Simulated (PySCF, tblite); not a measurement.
# C7H2F2N radical: geometry, infrared bands and EPR parameters

Wanted: the infrared bands and EPR parameters of C7H2F2N radical (`[H]/[C]=C1\C(C#N)=CC(F)=C1F`), by calculation.

Computed with tblite 0.8.0 and PySCF 2.14.0, with density-fitted response routines of our own, on a single molecule in the gas phase. Atoms count from 0, in the outputs and in this text.

## Step 1: The molecule as given

12 atoms, charge 0, multiplicity 2; geometry from: force field or distance geometry start.

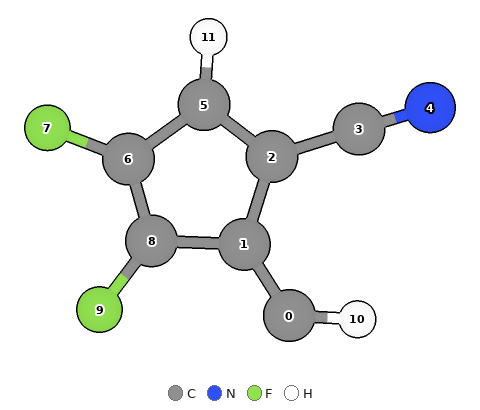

As it starts; carbon grey, nitrogen blue, fluorine green, hydrogen white, atoms numbered; sticks join atoms by distance.

## Step 2: Optimising the geometry with GFN2-xTB

The job: settings as JSON, then the geometry in Å.

```
{"job": {"kind": "relax", "xc": "GFN2-xTB", "basis": "xTB"}, "charge": 0, "multiplicity": 2}
C      0.181600     0.822200     2.032600
C      0.212100     0.453400     0.760700
C     -0.590000    -0.518000     0.048600
C     -1.673700    -1.266500     0.626500
N     -2.524100    -1.899500     1.117200
C     -0.204200    -0.581000    -1.238500
C      0.910700     0.357100    -1.393900
F      1.569000     0.546000    -2.579600
C      1.167200     0.956100    -0.228800
F      2.116600     1.889400     0.017300
H     -0.509400     0.463000     2.771200
H     -0.654600    -1.222900    -1.959200
```

Command:

```sh
> OMP_NUM_THREADS=1 python probes_run.py task.json out
```

The driver reads the jobs from task.json and runs them one after another.

Standard output:

```text
step      E/eV     max force
  0    -766.77878    2.683
  1    -766.83190    5.942
  2    -766.89799    3.369
  3    -766.96477    1.108
  4    -766.98960    0.443
  5    -766.99888    0.322
  6    -767.01470    0.346
  7    -767.02156    0.246
  8    -767.02598    0.201
  9    -767.02980    0.215
 10    -767.03185    0.114
 11    -767.03313    0.112
 12    -767.03460    0.098
 13    -767.03649    0.123
 14    -767.03807    0.101
 15    -767.03917    0.092
 16    -767.04003    0.097
 17    -767.04098    0.084
 18    -767.04190    0.071
 19    -767.04247    0.054
 20    -767.04271    0.034
 21    -767.04284    0.030
 22    -767.04295    0.021
 23    -767.04302    0.023
 24    -767.04307    0.017
 25    -767.04311    0.017
 26    -767.04314    0.016
 27    -767.04316    0.015
 28    -767.04317    0.014
 29    -767.04319    0.015
 30    -767.04321    0.021
 31    -767.04326    0.025
 32    -767.04331    0.020
 33    -767.04335    0.013
 34    -767.04337    0.013
 35    -767.04339    0.013
 36    -767.04340    0.007
```

It took 0.17 s on 1 thread of Arm Neoverse V2, shared host.

Along the way: (not every step is listed)

```tsv
step	energy from step 0 (eV)	largest force (eV/Å)
0	0.0000	2.6826
1	-0.0531	5.9419
2	-0.1192	3.3693
3	-0.1860	1.1077
4	-0.2108	0.4429
5	-0.2201	0.3220
6	-0.2359	0.3464
7	-0.2428	0.2460
8	-0.2472	0.2013
10	-0.2531	0.1136
12	-0.2558	0.0983
14	-0.2593	0.1014
16	-0.2613	0.0966
18	-0.2631	0.0709
20	-0.2639	0.0339
22	-0.2642	0.0210
24	-0.2643	0.0173
26	-0.2644	0.0156
28	-0.2644	0.0141
30	-0.2644	0.0210
31	-0.2645	0.0251
32	-0.2645	0.0205
33	-0.2646	0.0134
34	-0.2646	0.0135
35	-0.2646	0.0128
36	-0.2646	0.0073
```

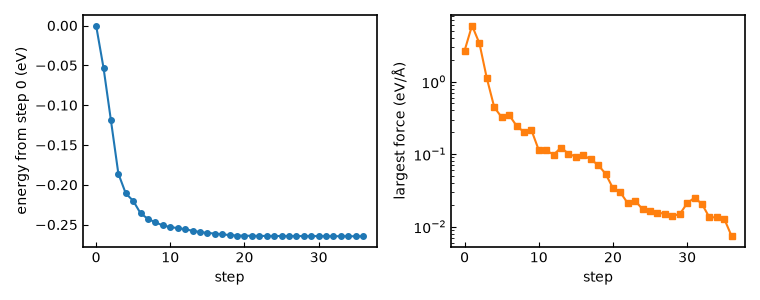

Energy and force, step by step.

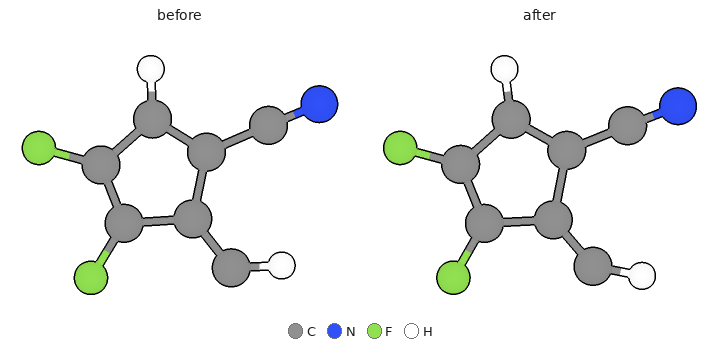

Before and after, at one scale.

Close pairs (by a distance rule), those that changed most:

```tsv
bond	before (Å)	after (Å)	change (Å)
C1–C2	1.447	1.504	+0.057
C2–C3	1.438	1.395	-0.043
C6–F7	1.369	1.331	-0.038
C5–C6	1.465	1.439	-0.027
C8–F9	1.354	1.327	-0.026
C0–C1	1.325	1.300	-0.024
C3–N4	1.168	1.148	-0.020
C6–C8	1.335	1.353	+0.018
```

The final coordinates are the input of the step that follows.

## Step 3: Harmonic vibrations with GFN2-xTB

The job: settings as JSON, then the geometry in Å.

```
{"job": {"kind": "ir", "xc": "GFN2-xTB", "basis": "xTB"}, "charge": 0, "multiplicity": 2}
C      0.128774     0.781470     2.028761
C      0.209980     0.442221     0.776262
C     -0.627615    -0.551513     0.019773
C     -1.660513    -1.277729     0.612817
N     -2.507395    -1.867388     1.116238
C     -0.192513    -0.585556    -1.263816
C      0.900221     0.338189    -1.414564
F      1.537093     0.527508    -2.568242
C      1.148136     0.946223    -0.231400
F      2.071340     1.859041     0.045454
H     -0.424993     0.580281     2.913154
H     -0.581316    -1.193432    -2.060464
```

Standard output:

```text
mode    cm-1     km/mol
  1      93.3      9.81
  2     122.3     10.83
  3     142.2      3.88
  4     246.7      3.59
  5     264.2      0.28
  6     291.0      0.21
  7     310.4      0.17
  8     422.4      0.82
  9     460.0      5.47
 10     487.1      5.94
 11     531.4      6.71
 12     532.5      3.09
 13     572.6     49.19
 14     637.8      1.12
 15     667.0      7.87
 16     688.0     28.21
 17     754.2     39.92
 18     813.5     16.43
 19     866.0     43.11
 20    1063.3     64.75
 21    1110.4      5.71
 22    1175.8     21.44
 23    1242.5     58.55
 24    1336.4    149.57
 25    1550.4    138.39
 26    1658.4    143.75
 27    1688.2    105.43
 28    2347.9    194.77
 29    3144.0      0.70
 30    3227.6      4.74
```

Wall time 0.29 s (1 thread of Arm Neoverse V2, shared host).

Which atoms move in the most intense modes:

```tsv
cm⁻¹	km/mol	atoms
573	49.2	H10 31 %, C3 27 %
1063	64.8	C8 30 %, C6 17 %, C1 16 %, C5 13 %
1242	58.5	C8 50 %, C6 17 %, C5 12 %, F9 11 %
1336	149.6	C6 53 %, C5 17 %, C8 16 %
1550	138.4	C2 53 %, C5 29 %
1658	143.8	C8 38 %, C6 38 %
1688	105.4	C1 53 %, C0 34 %
2348	194.8	C3 60 %, N4 39 %
```

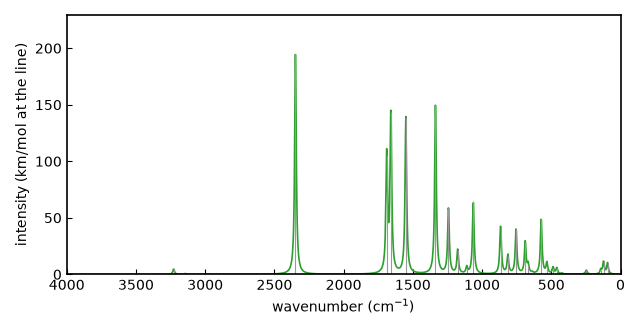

The infrared spectrum from these modes, unscaled. Lines are broadened to a width of 14 cm⁻¹ (Lorentzian).

## Step 4: g tensor and hyperfine couplings: B3LYP/pcH-1

Same as in step 3 but for these lines:

```diff
@@ -1,2 +1,2 @@
-{"job": {"kind": "ir", "xc": "GFN2-xTB", "basis": "xTB"}, "charge": 0, "multiplicity": 2}
+{"job": {"kind": "epr", "basis": "pcH-1"}, "charge": 0, "multiplicity": 2}
 C      0.128774     0.781470     2.028761
```

Method: UKS B3LYP, pcH-1 on C F H N, non-relativistic, mean-field spin-orbit, GIAO.

Standard output:

```text
UKS, coarse grid
  cycle   1  E = -522.12898348  |g| = 5.12e-01
  cycle   2  E = -521.84391926  |g| = 9.91e-01
  cycle   3  E = -522.21636343  |g| = 1.81e-01
  cycle   4  E = -522.22783211  |g| = 8.83e-02
  cycle   5  E = -522.23111191  |g| = 2.12e-02
  cycle   6  E = -522.23131716  |g| = 9.25e-03
  cycle   7  E = -522.23137240  |g| = 3.54e-03
  cycle   8  E = -522.23139367  |g| = 2.06e-03
  cycle   9  E = -522.23140560  |g| = 1.12e-03
  cycle  10  E = -522.23140879  |g| = 4.66e-04
UKS, final grid
  cycle   1  E = -522.23137588  |g| = 5.24e-04
  cycle   2  E = -522.23137574  |g| = 9.83e-04
  cycle   3  E = -522.23137620  |g| = 2.08e-04
  cycle   4  E = -522.23137625  |g| = 1.47e-04
  cycle   5  E = -522.23137631  |g| = 1.14e-04
  cycle   6  E = -522.23137633  |g| = 4.15e-05
  cycle   7  E = -522.23137633  |g| = 1.09e-05
E = -522.23137633 Eh   <S^2> = 0.7651 (exact 0.7500)
g shifts (ppm)      1          2          3
  rmc          -155       -155       -155
  gc             31         11        -20
  oz_so        -722        -46        818
  total        -846       -189        643
hyperfine (MHz)  atom isotope    a_iso     a_fc   dipolar eigenvalues
    0   13C     299.52     299.52    -88.44    -60.17    148.60
    1   13C     -19.11     -19.11    -18.56      1.64     16.92
    2   13C      85.58      85.58     -8.93     -5.73     14.66
    3   13C      -3.61      -3.61     -1.08      0.01      1.07
    4   14N       0.25       0.25     -0.07     -0.06      0.13
    5   13C      -0.22      -0.22     -7.35      2.25      5.10
    6   13C      -2.74      -2.74     -6.13      2.52      3.61
    7   19F       0.06       0.06    -22.93      6.28     16.65
    8   13C      52.63      52.63     -6.14     -2.39      8.53
    9   19F       2.19       2.19     -5.43     -0.36      5.79
   10    1H      15.07      15.07    -34.44     -8.58     43.01
   11    1H      11.32      11.32     -1.11     -0.53      1.64
```

Run time: 71 s. Hardware: 1 thread of Arm Neoverse V2, shared host; peak memory 1.1 GiB.

Principal g values 2.00147, 2.00213, 2.00296; g(iso) = 2.00219, against 2.00232 for a free electron.

Hyperfine couplings, nucleus by nucleus at this fixed geometry (no averaging over rotations):

```tsv
nuclei	isotope	a(iso) (MHz)	a(iso) (G, at g = 2.0023)	largest dipolar term (MHz)
C0	13C	299.5	106.9	148.6
C2	13C	85.6	30.5	14.7
C8	13C	52.6	18.8	8.5
C1	13C	-19.1	-6.8	-18.6
H10	1H	15.1	5.4	43.0
H11	1H	11.3	4.0	1.6
C3	13C	-3.6	-1.3	-1.1
C6	13C	-2.7	-1.0	-6.1
F9	19F	2.2	0.8	5.8
N4	14N	0.3	0.1	0.1
C5	13C	-0.2	-0.1	-7.4
F7	19F	0.1	0.0	-22.9
```

Mulliken spin populations:

```tsv
atom	value (e)
C0	1.08
C1	-0.16
C2	0.09
C3	0.00
N4	0.00
C5	-0.04
C6	-0.02
F7	0.00
C8	0.05
F9	0.00
H10	0.00
H11	0.00
```

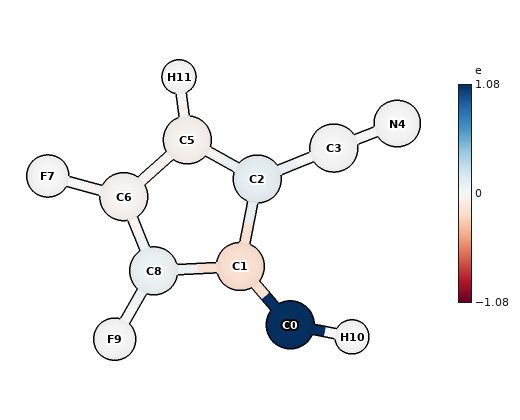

Mulliken spin populations, as colours on the atoms.

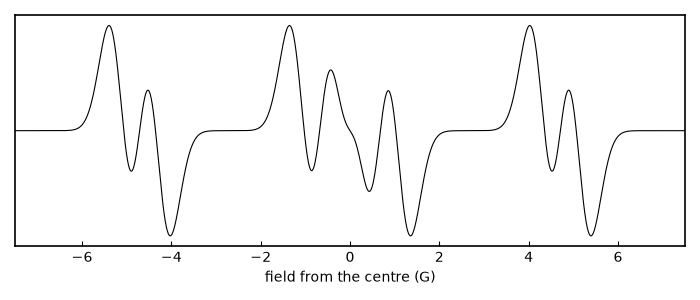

First-order isotropic spectrum (first derivative, main isotopes with spin only, couplings over 0.8 MHz, Gaussian width 0.3 G; couplings of the frozen geometry, rotation of groups not averaged beyond the rows shown).

The fields below are evaluated on a grid from the run's orbitals.

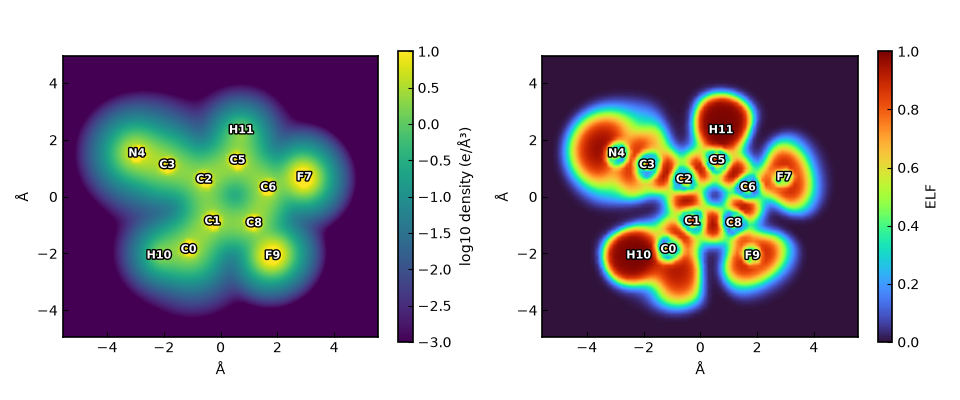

Density (left) and ELF (right) in a plane through or near 12 of the atoms.

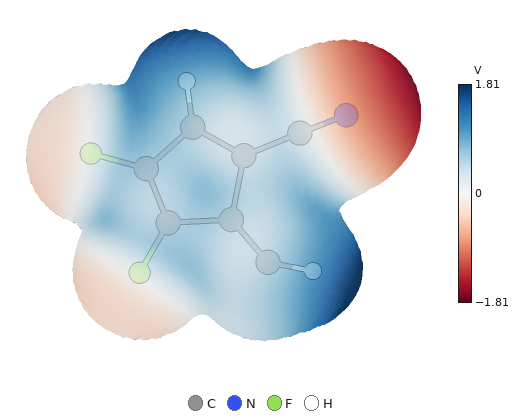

Electrostatic potential on the surface of density 0.002 e/bohr³; red is low, blue high. It runs from -1.59 V near N4 to 1.81 V near H10.

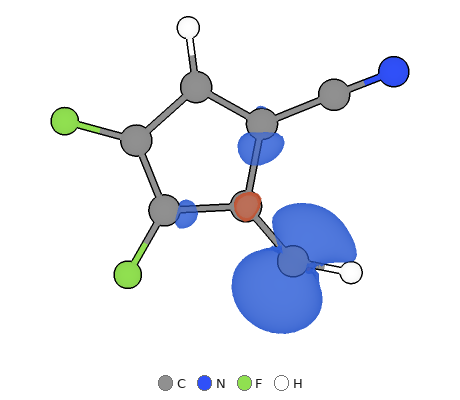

Spin density at ±0.06 e/Å³ (alpha excess blue, beta excess red).

## Step 5: Results

| quantity | value |
| --- | --- |
| strongest single infrared mode (GFN2-xTB) | 2348 cm⁻¹, 195 km/mol |
| zero-point energy (GFN2-xTB) | 40.7 kcal/mol |
| g(iso) (B3LYP) | 2.00219 |
| ⟨S²⟩ | 0.765 (exact 0.75) |
| largest a(iso) | 13C on C0, 299.5 MHz |
| surface potential, least and greatest | -1.59 V and 1.81 V |

What this shows: Relaxing lowered the energy by 0.265 eV in 36 steps; the close pair that moved most is C1–C2, from 1.447 to 1.504 Å. All 30 modes are real, so the xTB geometry is a minimum. The strongest single mode, at 2348 cm⁻¹, moves mainly C3 and N4. Unscaled tight-binding wavenumbers are off by several per cent, some by more. Its intensities can rank the bands wrongly. Most of the unpaired spin sits on C0 (1.08 e). The isotropic g lies 0.1 ppt below the free-electron value.
